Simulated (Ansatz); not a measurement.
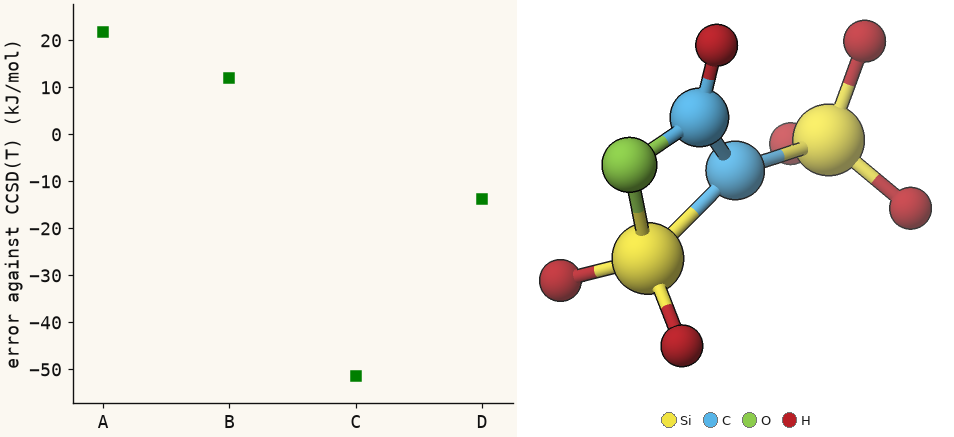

Error in the electronic atomisation energy (method less reference, so positive means overbinding) of C₂H₆OSi₂, SMILES [SiH3]C1=CO[SiH2]1: functionals in def2-TZVPP against frozen-core CCSD(T) at the limit (MP2 extrapolated from triple and quadruple zeta, plus CCSD(T) less MP2 in a smaller set), which gives 4067.6 kJ/mol, at a PBE0-D4/def2-TZVP geometry (no frequency check), no zero-point or spin-orbit term, the Ansatz code 0.2.0. The reference leaves out core correlation, a term that grows with the number of heavy atoms. B2PLYP holds a correlation term that converges slowly with the basis, so part of the distance to the limit is basis error. No dispersion term is added to B2PLYP.

The letters stand for B2PLYP, B3LYP-D4, r2SCAN-D4 and ωB97X-V. Which is which?

A: ωB97X-V (21.8 kJ/mol); B: r2SCAN-D4 (11.9 kJ/mol); C: B2PLYP (−51.4 kJ/mol); D: B3LYP-D4 (−13.7 kJ/mol).
